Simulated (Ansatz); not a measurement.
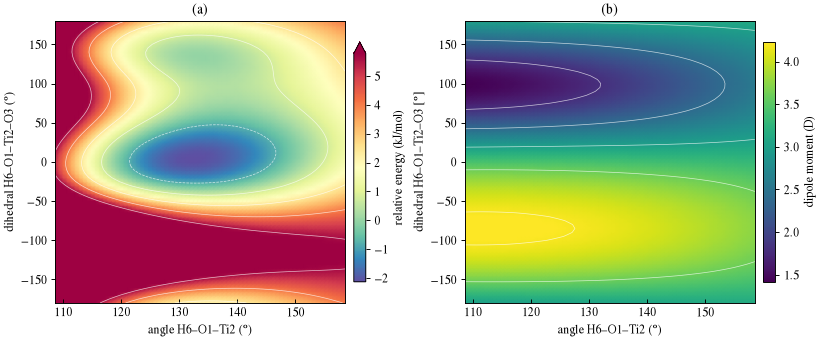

FH3O3Ti, SMILES [OH][Ti]([OH])([OH])[F]. 
- The first coordinate is: angle H6–O1–Ti2; the second: dihedral H6–O1–Ti2–O3.
- Nothing is relaxed (all other coordinates rigid).
- The scan uses a 9 × 9 grid.
- Points are written as (first, second).
- All energies are given in kJ/mol relative to the relaxed molecule at the same level.
- Theory: Ansatz 0.2.0, RKS B3LYP-D4/def2-SVP.

Panel (a) is the energy and panel (b) the computed dipole moment on the same grid.

In the figure: a smooth colour map with a few white contour lines, one colour for all values above the top of the scale. Between grid points the surface is interpolated.

How does the dipole moment vary over the map, and what is it at the lowest grid point?

Answer. Leaving out the highest fifth of the energies, it runs from 1.47 D at (114.8°, 100°) to 4.16 D at (121.1°, −60°). At the lowest grid point, (133.6°, 20°), it is 3.02 D.
